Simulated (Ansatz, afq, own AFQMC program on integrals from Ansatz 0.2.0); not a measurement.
**ZrC (triplet): AFQMC on the coupled-cluster ladder, def2-SVP**

Aim: compute ZrC (triplet) with auxiliary-field quantum Monte Carlo on the same integrals as coupled cluster, and set the energies side by side.

The runs use Ansatz 0.2.0, Gaussian basis, and an in-house AFQMC program (afq) on its integrals; all values are calculated; def2-SVP, frozen cores.

The runs, in order: PBE (unrestricted); r2SCAN (unrestricted); PBE0 (unrestricted); B3LYP (unrestricted); wB97M-V (unrestricted); B2PLYP (unrestricted); CCSD(T) on UHF; CCSDT(Q) on UHF; Phaseless AFQMC, CISD trial on UHF.

4 further runs of the same task are left out: 4 that didn't finish.

## Step 1: The system

The geometry is a PBE0/def2-TZVP stationary point (not a proven minimum) of the parent state, kept for this charge and spin. No spin-orbit coupling is included. Elements past krypton take def2 core potentials.

2 atoms, charge 0, spin multiplicity 3.

Atoms are counted from 1 here; the program's logs count them from 0.

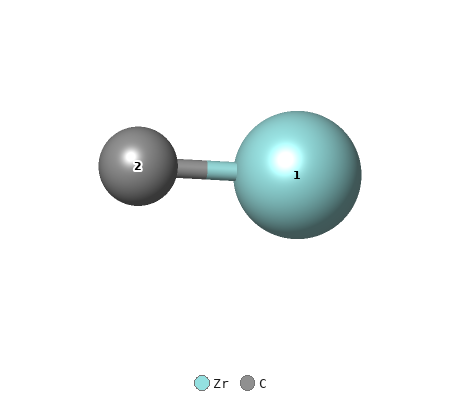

The structure; zirconium light teal, carbon grey; atoms are numbered from 1 in the order of the file.

## Step 2: PBE (unrestricted)

The input, in.yaml:

```yaml
crystal:
  periodic: [false, false, false]
  atoms:
    - {symbol: Zr, position_ang: [0.000000, 0.000000, 0.000000]}
    - {symbol: C, position_ang: [0.000000, 0.000000, 1.711236]}
basis:
  gaussian: {orbitals: def2-SVP}
magnetization: {spin_polarized: true, initial_magnetization: 2}
hamiltonian: {xc: {name: PBE}}
output: {orbitals: {seedname: orbitals}}
```

Run with:

```bash
$ ansatz run in.yaml --threads 1 --pin off --events-out ev --progress --plain --max-ram 1843MiB
```

Standard output:

```text
Functional definition: PBE
  name "PBE"
  cite "Perdew, Burke & Ernzerhof, Phys. Rev. Lett. 77, 3865 (1996) doi:10.1103/PhysRevLett.77.3865"
  parent pbe
  parameter kappa = 0.804
  parameter beta = 0.06672455060314922
  exchange = pbe_x(kappa = kappa, mu = beta*pi^2/3)
  correlation = pbe_c(beta = beta)
436 factors; their error is unknown
mean field evaluation 1: about -2295.3542 eV, gradient 4.8e1 eV
mean field evaluation 2: about -2154.5661 eV, gradient 1.1e2 eV
mean field evaluation 4: about -2292.2772 eV, gradient 5.2e1 eV
mean field evaluation 8: about -2308.6294 eV, gradient 2.9e-1 eV
mean field evaluation 16: about -2308.6200 eV, gradient 3.3e-5 eV
mean field evaluation 32: about -2307.7130 eV, gradient 7.5e-2 eV
mean field evaluation 64: about -2307.7866 eV, gradient 6.6e-1 eV
mean field evaluation 96: about -2307.7002 eV, gradient 2.3e-2 eV
mean field -2308.62001137 eV, -84.8402205789 hartree, gradient 2.3e-6 eV, S^2 2.003720; 11 other end points of the search recorded, 0 dependent functions left out
reference -2308.62005342 eV, -84.8402221242 hartree; 10, 8 occupied and 35, 37 virtual orbitals, 436 factors
Total energy: -2308.62005342 eV, -84.8402221242 hartree
```

Wall time 5.5 s (1 thread of Intel Xeon Platinum 8488C (Sapphire Rapids), shared host); peak memory 0.28 GiB.

From the report: ⟨S²⟩ of the determinant 2.004 (pure triplet: 2.00).

## Step 3: r2SCAN (unrestricted)

Edit in.yaml of step 2 so:

```diff
@@ -8,3 +8,2 @@
 magnetization: {spin_polarized: true, initial_magnetization: 2}
-hamiltonian: {xc: {name: PBE}}
-output: {orbitals: {seedname: orbitals}}
+hamiltonian: {xc: {name: r2SCAN}}
```

Launched as before.

Standard output, shortened:

```text
Functional definition: r2SCAN
  name "r2SCAN"
  cite "Furness, Kaplan, Ning, Perdew & Sun, J. Phys. Chem. Lett. 11, 8208 (2020) doi:10.1021/acs.jpclett.0c02405"
  cite "Furness, Kaplan, Ning, Perdew & Sun, J. Phys. Chem. Lett. 11, 9248 (2020) doi:10.1021/acs.jpclett.0c03077"
  parent r2scan
[...]
436 factors; their error is unknown
[...]
mean field -2309.39975275 eV, -84.8688755462 hartree, gradient 5.8e-6 eV, S^2 2.008017; 6 other end points of the search recorded, 0 dependent functions left out
reference -2309.39978459 eV, -84.8688767162 hartree; 10, 8 occupied and 35, 37 virtual orbitals, 436 factors
Total energy: -2309.39978459 eV, -84.8688767162 hartree
```

Run time: 11 s. Hardware: 1 thread of Intel Xeon Platinum 8488C (Sapphire Rapids), shared host; peak memory 0.28 GiB.

From the report: ⟨S²⟩ of the determinant 2.008 (pure triplet: 2.00).

## Step 4: PBE0 (unrestricted)

Edit in.yaml of step 3 so:

```diff
@@ -8,2 +8,3 @@
 magnetization: {spin_polarized: true, initial_magnetization: 2}
-hamiltonian: {xc: {name: r2SCAN}}
+hamiltonian: {xc: {name: PBE0}}
+output: {orbitals: {seedname: orbitals}}
```

Launched as before.

Standard output, shortened:

```text
Functional definition: PBE0
  name "PBE0"
  cite "Adamo & Barone, J. Chem. Phys. 110, 6158 (1999) doi:10.1063/1.478522"
  cite "Perdew, Burke & Ernzerhof, Phys. Rev. Lett. 77, 3865 (1996) doi:10.1103/PhysRevLett.77.3865"
  parent pbe
[...]
476 factors; integrals over basis functions are off by at most 9.7e-4 eV
[...]
mean field -2307.86103898 eV, -84.8123288581 hartree, gradient 2.6e-5 eV, S^2 2.006086; 2 other end points of the search recorded, 0 dependent functions left out
reference -2307.86107113 eV, -84.8123300395 hartree; 10, 8 occupied and 35, 37 virtual orbitals, 476 factors
Total energy: -2307.86107113 eV, -84.8123300395 hartree
```

Run time: 2 s. Hardware: 1 thread of Intel Xeon Platinum 8488C (Sapphire Rapids), shared host; peak memory 0.28 GiB.

From the report: ⟨S²⟩ of the determinant 2.006 (pure triplet: 2.00).

## Step 5: B3LYP (unrestricted)

Edit in.yaml of step 4 so:

```diff
@@ -8,3 +8,2 @@
 magnetization: {spin_polarized: true, initial_magnetization: 2}
-hamiltonian: {xc: {name: PBE0}}
-output: {orbitals: {seedname: orbitals}}
+hamiltonian: {xc: {name: B3LYP}}
```

Same command.

Standard output, shortened:

```text
Functional definition: B3LYP
  name "B3LYP"
  cite "Stephens, Devlin, Chabalowski & Frisch, J. Phys. Chem. 98, 11623 (1994) doi:10.1021/j100096a001"
  cite "Becke, Phys. Rev. A 38, 3098 (1988) doi:10.1103/PhysRevA.38.3098"
  cite "Lee, Yang & Parr, Phys. Rev. B 37, 785 (1988) doi:10.1103/PhysRevB.37.785"
  cite "Vosko, Wilk & Nusair, Can. J. Phys. 58, 1200 (1980) doi:10.1139/p80-159"
[...]
476 factors; integrals over basis functions are off by at most 9.7e-4 eV
[...]
mean field -2309.91821603 eV, -84.8879287202 hartree, gradient 7.3e-6 eV, S^2 2.004366; 2 other end points of the search recorded, 0 dependent functions left out
reference -2309.91839830 eV, -84.8879354188 hartree; 10, 8 occupied and 35, 37 virtual orbitals, 476 factors
Total energy: -2309.91839830 eV, -84.8879354188 hartree
```

Run time: 1.8 s. Hardware: 1 thread of Intel Xeon Platinum 8488C (Sapphire Rapids), shared host; peak memory 0.28 GiB.

From the report: ⟨S²⟩ of the determinant 2.004 (pure triplet: 2.00).

## Step 6: wB97M-V (unrestricted)

Edit in.yaml of step 5 so:

```diff
@@ -8,2 +8,3 @@
 magnetization: {spin_polarized: true, initial_magnetization: 2}
-hamiltonian: {xc: {name: B3LYP}}
+hamiltonian: {xc: {name: wB97M-V}}
+output: {orbitals: {seedname: orbitals}}
```

The command is unchanged.

Standard output, shortened:

```text
Functional definition: wB97M-V
  name "wB97M-V"
  cite "Mardirossian & Head-Gordon, J. Chem. Phys. 144, 214110 (2016) doi:10.1063/1.4952647"
  cite "Becke, J. Chem. Phys. 107, 8554 (1997) doi:10.1063/1.475007"
  cite "Vydrov & Van Voorhis, J. Chem. Phys. 133, 244103 (2010) doi:10.1063/1.3521275"
  # Of w^i u^j: cxij and so on, Table III.
[...]
  gx(w, u) = 1 - cx + cx01*u + cx10*w
  gss(w, u) = css00 + css04*u^4 + css10*w + css20*w^2 + css43*w^4*u^3
  gos(w, u) = cos00 + cos10*w + (cos20 + cos21*u)*w^2 + (cos60 + cos61*u)*w^6
[...]
      + integral(e_c_pw_mod_opposite_spin*gos(b97_w_opposite, b97_u_opposite)) + vv10(b, c)
465 factors; their error is unknown
118 factors; integrals over basis functions are off by at most 7.1e-5 eV
[...]
mean field -2306.53468346 eV, -84.7635861920 hartree, gradient 1.7e-5 eV, S^2 2.006442; 2 other end points of the search recorded, 0 dependent functions left out
reference -2306.53472105 eV, -84.7635875732 hartree; 10, 8 occupied and 35, 37 virtual orbitals, 465 factors
Total energy: -2306.53472105 eV, -84.7635875732 hartree
```

It took 16 s on 1 thread of Intel Xeon Platinum 8488C (Sapphire Rapids), shared host; peak memory 0.28 GiB.

From the report: ⟨S²⟩ of the determinant 2.006 (pure triplet: 2.00).

## Step 7: B2PLYP (unrestricted)

Edit in.yaml of step 6 so:

```diff
@@ -8,3 +8,3 @@
 magnetization: {spin_polarized: true, initial_magnetization: 2}
-hamiltonian: {xc: {name: wB97M-V}}
-output: {orbitals: {seedname: orbitals}}
+hamiltonian: {xc: {name: B2PLYP}}
+correlation: {electrons: outside_noble_gas}
```

The command is unchanged.

Standard output, shortened:

```text
Functional definition: B2PLYP
  name "B2PLYP"
  cite "Grimme, J. Chem. Phys. 124, 034108 (2006) doi:10.1063/1.2148954"
  cite "Becke, Phys. Rev. A 38, 3098 (1988) doi:10.1103/PhysRevA.38.3098"
  cite "Lee, Yang & Parr, Phys. Rev. B 37, 785 (1988) doi:10.1103/PhysRevB.37.785"
[...]
476 factors; integrals over basis functions are off by at most 9.7e-4 eV
[...]
mean field -2302.07330952 eV, -84.5996337236 hartree, gradient 3.9e-6 eV, S^2 2.010093; 6 other end points of the search recorded, 0 dependent functions left out
5 core orbitals not correlated: weight in the atoms' cores, before any rotation towards them, 0.984 or more for the frozen orbitals, at most 0.010 for the correlated occupied ones
reference -2302.07342391 eV, -84.5996379274 hartree; 5, 3 occupied and 35, 37 virtual orbitals, 476 factors
second order -7.45475113 eV of doubles, -0.00000000 eV of singles
Total energy: -2304.08620672 eV, -84.6736063312 hartree
```

Run time: 3.5 s. Hardware: 1 thread of Intel Xeon Platinum 8488C (Sapphire Rapids), shared host; peak memory 0.28 GiB.

From the report: ⟨S²⟩ of the determinant 2.010 (pure triplet: 2.00).

## Step 8: CCSD(T) on UHF

Edit in.yaml of step 7 so:

```diff
@@ -8,3 +8,2 @@
 magnetization: {spin_polarized: true, initial_magnetization: 2}
-hamiltonian: {xc: {name: B2PLYP}}
-correlation: {electrons: outside_noble_gas}
+correlation: {method: ccsd_t, electrons: outside_noble_gas, hamiltonian_folder: ham}
```

Launched as before.

Standard output, shortened:

```text
Functional definition: HF
  name "HF"
  cite "Fock, Z. Phys. 61, 126 (1930) doi:10.1007/BF01340294"
  parent pbe
[...]
476 factors; integrals over basis functions are off by at most 9.7e-4 eV
[...]
mean field -2289.32111426 eV, -84.1309991915 hartree, gradient 2.7e-6 eV, S^2 2.039822; 35 other end points of the search recorded, 0 dependent functions left out
determinant -2289.32111426 eV, -84.1309991915 hartree, with singles and doubles -2294.78864725 eV, -84.3319273228 hartree
determinant -2288.56783001 eV, -84.1033165060 hartree, with singles and doubles -2293.81383403 eV, -84.2961035979 hartree
determinant -2288.23692233 eV, -84.0911558730 hartree, with singles and doubles -2293.68683124 eV, -84.2914363314 hartree
determinant -2288.14351252 eV, -84.0877231258 hartree, with singles and doubles -2292.50417688 eV, -84.2479745852 hartree
[...]
determinant -2286.11262350 eV, -84.0130893307 hartree, with singles and doubles -2290.63280265 eV, -84.1792028508 hartree
determinant -2286.05632960 eV, -84.0110205681 hartree, with singles and doubles -2291.06916267 eV, -84.1952387858 hartree
determinant -2285.89194040 eV, -84.0049793765 hartree, with singles and doubles -2290.58112331 eV, -84.1773036700 hartree
determinant -2285.84801846 eV, -84.0033652750 hartree, with singles and doubles -2290.10606207 eV, -84.1598454913 hartree
5 core orbitals not correlated: weight in the atoms' cores, before any rotation towards them, 0.979 or more for the frozen orbitals, at most 0.013 for the correlated occupied ones
reference -2289.32111426 eV, -84.1309991915 hartree; 5, 3 occupied and 35, 37 virtual orbitals, 476 factors
second order -5.42810099 eV of doubles, -0.00000000 eV of singles
cycle   1  -5.46623487 eV  change    1.3e-3 eV  update   1.7e-3
[...]
cycle   9  -5.46703408 eV  change    4.1e-6 eV  update   2.9e-6
perturbative correction -0.33664243 eV, -0.0123713810 hartree
Total energy: -2295.12479077 eV, -84.3442803694 hartree
```

Wall time 20 s (1 thread of Intel Xeon Platinum 8488C (Sapphire Rapids), shared host); peak memory 0.28 GiB.

From the report: ⟨S²⟩ of the determinant 2.040 (pure triplet: 2.00); correlation -5.8037 eV; T1 0.037; largest double amplitude 0.07.

This run also writes the integrals to the folder ham.

## Step 9: CCSDT(Q) on UHF

Edit in.yaml of step 8 so:

```diff
@@ -8,2 +8,2 @@
 magnetization: {spin_polarized: true, initial_magnetization: 2}
-correlation: {method: ccsd_t, electrons: outside_noble_gas, hamiltonian_folder: ham}
+correlation: {method: ccsdt_q, electrons: outside_noble_gas}
```

Launched as before.

Standard output, shortened:

```text
Functional definition: HF
  name "HF"
  cite "Fock, Z. Phys. 61, 126 (1930) doi:10.1007/BF01340294"
  parent pbe
[...]
803 factors; integrals over basis functions are off by at most 2.2e-7 eV
[...]
a density is far from that of the atoms, so the factors are made again for it
842 factors; integrals over basis functions are off by at most 1.7e-7 eV
[...]
mean field -2289.32114411 eV, -84.1310002886 hartree, gradient 2.1e-6 eV, S^2 2.039820; 36 other end points of the search recorded, 0 dependent functions left out
determinant -2289.32114411 eV, -84.1310002886 hartree, with singles and doubles -2294.78867654 eV, -84.3319283994 hartree
determinant -2288.56785796 eV, -84.1033175331 hartree, with singles and doubles -2293.81384821 eV, -84.2961041187 hartree
determinant -2288.23695600 eV, -84.0911571102 hartree, with singles and doubles -2293.68685997 eV, -84.2914373872 hartree
[...]
determinant -2286.10816340 eV, -84.0129254252 hartree, with singles and doubles -2290.66422191 eV, -84.1803574873 hartree
determinant -2286.05635987 eV, -84.0110216807 hartree, with singles and doubles -2291.06919567 eV, -84.1952399985 hartree
determinant -2285.89197610 eV, -84.0049806883 hartree, with singles and doubles -2290.58119098 eV, -84.1773061570 hartree
determinant -2285.84805036 eV, -84.0033664474 hartree, with singles and doubles -2290.10611212 eV, -84.1598473307 hartree
5 core orbitals not correlated: weight in the atoms' cores, before any rotation towards them, 0.979 or more for the frozen orbitals, at most 0.013 for the correlated occupied ones
reference -2289.32114411 eV, -84.1310002886 hartree; 5, 3 occupied and 35, 37 virtual orbitals, 842 factors
second order -5.42810762 eV of doubles, -0.00000000 eV of singles
cycle   1  -5.08542957 eV  change    3.4e-1 eV  update   1.4e-1
[...]
cycle  23  -5.82201101 eV  change   -4.2e-8 eV  update   4.4e-7
perturbative correction -0.03964305 eV, -0.0014568554 hartree
Total energy: -2295.18279818 eV, -84.3464121023 hartree
```

It took 52 s on 1 thread of Intel Xeon Platinum 8488C (Sapphire Rapids), shared host; peak memory 0.28 GiB.

From the report: ⟨S²⟩ of the determinant 2.040 (pure triplet: 2.00); correlation -5.8617 eV; T1 0.035; largest double amplitude 0.08.

## Step 10: Phaseless AFQMC, CISD trial on UHF

It reads the integrals that the CCSD(T) run on this determinant wrote.

Run with:

```bash
$ afq ham --method phaseless --trial cisd --walkers 60 --populations 1 --least-time 40 --time-step 0.005 --steps-per-block 50 --equilibration-blocks 40 --max-blocks 300 --target-error 0.00034 --factor-cut 1e-05 --start spin_pure --seed 587 --release-times 0.24,0.5,1,1.5 --release-step 0.02 --release-every 4 --taylor-order 6
```

Standard output:

```text
orbitals 40  electrons 5 3  factors 340 of 476
reference energy -84.13099919 Eh
CCSD correlation -0.20090993 Eh in 13 cycles, weight of the determinant in the CISD state 0.8683
energy of the start -84.330545 Eh
 block  time / (1/Eh)  mean weight  energy / Eh
     1     0.250  0.9982  -84.330021
     2     0.500  1.0003  -84.332716
     3     0.750  0.9992  -84.335440
     4     1.000  1.0012  -84.342820
     5     1.250  1.0005  -84.338122
     6     1.500  1.0006  -84.348115
     7     1.750  0.9986  -84.342888
     8     2.000  1.0007  -84.349123
     9     2.250  1.0004  -84.348562
    10     2.500  1.0004  -84.345147
    17     4.250  1.0007  -84.359713
    25     6.250  1.0016  -84.390652
    33     8.250  0.9999  -84.335575
    41    10.250  0.9999  -84.335753
    49    12.250  1.0014  -84.344143
    57    14.250  1.0018  -84.355730
    65    16.250  1.0017  -84.338573
    73    18.250  0.9995  -84.334596
    81    20.250  0.9989  -84.347851
    89    22.250  0.9989  -84.332600
    97    24.250  1.0002  -84.345303
   105    26.250  1.0016  -84.339384
   113    28.250  1.0016  -84.337251
   121    30.250  1.0005  -84.356621
   129    32.250  1.0012  -84.343364
   137    34.250  0.9996  -84.337727
   145    36.250  0.9970  -84.339831
   153    38.250  1.0006  -84.345830
   161    40.250  1.0011  -84.337049
   169    42.250  0.9997  -84.337609
   177    44.250  0.9997  -84.338010
   185    46.250  1.0000  -84.344707
   193    48.250  0.9992  -84.351169
   201    50.250  1.0003  -84.369738
   209    52.250  1.0008  -84.366121
   217    54.250  1.0003  -84.345501
   225    56.250  0.9996  -84.341665
   233    58.250  0.9983  -84.345647
   241    60.250  1.0007  -84.349219
   249    62.250  1.0006  -84.334695
   257    64.250  0.9988  -84.330499
   265    66.250  1.0014  -84.338870
   273    68.250  0.9997  -84.334647
   281    70.250  1.0006  -84.347311
   289    72.250  1.0011  -84.342745
   297    74.250  1.0013  -84.347521
   305    76.250  1.0005  -84.365786
   313    78.250  1.0001  -84.338543
   321    80.250  1.0015  -84.335825
blocks merged  error / Eh  count
     1  0.000474  283
     2  0.000593  141
     4  0.000739  70
     8  0.000867  35
    16  0.001018  17
    32  0.000978  8
released: time / (1/Eh)  energy / Eh  error  mean overlap
  0.24  -84.343711  0.000821  1.0036
  0.50  -84.344860  0.000636  1.0015
  1.00  -84.345880  0.000731  1.0027
  1.50  -84.347590  0.001074  0.9736
energy -84.343496 +/- 0.001018 Eh
```

Wall time 21 min (1 thread of Intel Xeon Platinum 8488C (Sapphire Rapids), shared host); peak memory 0.28 GiB.

Energy -2295.1035 ± 0.0277 eV. Caveats: constraint bias not in the error; error above the target.

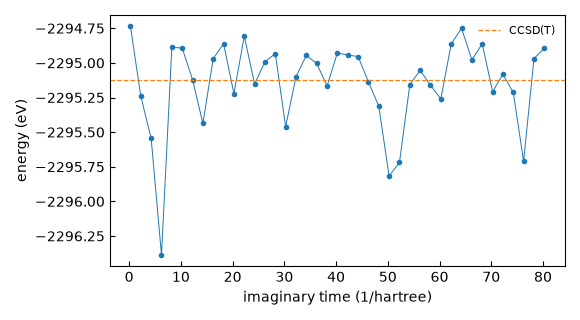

Block energies along the walk.

## Step 11: AFQMC on the ladder

On the UHF determinant, counted from CCSDT(Q) (a yardstick, not exact):

```
                                              level  energy (eV)  from CCSDT(Q) (meV)  statistical error (meV)    time
                                                 HF   -2289.3211              +5861.7                                 
                                                MP2   -2294.7492               +433.6                                 
                                               CCSD   -2294.7881               +394.6                                 
                                            CCSD(T)   -2295.1248                +58.0                                 
                                           CCSDT(Q)   -2295.1828                  0.0                                 
Phaseless AFQMC, CISD trial, step 0.005, 60 walkers   -2295.1035                +79.3                     27.7  21 min
```

The functionals' totals stand on their own zeros and serve differences with other points: PBE -2308.620 eV; r2SCAN -2309.400 eV; PBE0 -2307.861 eV; B3LYP -2309.918 eV; wB97M-V -2306.535 eV; B2PLYP -2304.086 eV.

## Step 12: Summary of results

| quantity | value |
| --- | --- |
| CCSD(T) on UHF from CCSDT(Q) | +58.0 meV |
| Phaseless AFQMC, CISD trial on UHF from CCSDT(Q) | +79.3 ± 27.7 meV |

**Reading.** On UHF the phaseless walk with the CISD trial lies +79.3 meV from CCSDT(Q), within three error bars. Error bars are statistical and leave out the constraint, the time step and what remains of the start. Zr carries a core potential, and spin-orbit coupling is left out.
